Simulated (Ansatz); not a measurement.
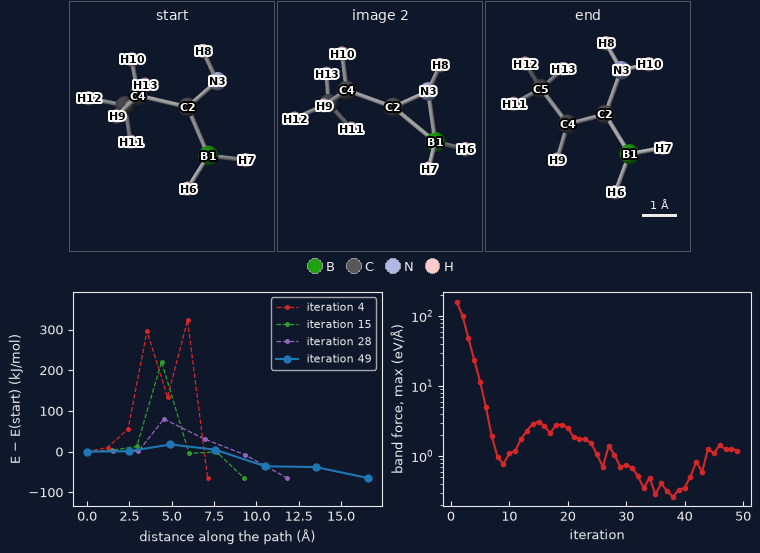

A search for the minimum-energy path of C3H8BN by the nudged elastic band. Images are numbered from 0 (start) to 6 (end). The plot follows the band through its iterations. Style: ball-and-stick. Shown at a tilt.

These are results of Ansatz, UKS PBE/6-31G, not measurements. Run with 5 movable images; climbing image; force threshold 0.03 eV/Å; iteration limit 49; starting path through a guess of the saddle point.

> Did the band converge, and can the barrier be trusted?

The result isn't final. The band hadn't converged when the run stopped after 49 iterations. The largest component of the band force went from 160 to 1.2 eV/Å. The barrier read from it is provisional: over the last two iterations the highest image moved from 39.7 kJ/mol to 17.8 kJ/mol. The first iteration put the highest image at 3298.1 kJ/mol. The energy climbs by 17.8 kJ/mol to image 2 and then falls by 82.3 kJ/mol, so the end point sits at −64.5 kJ/mol.
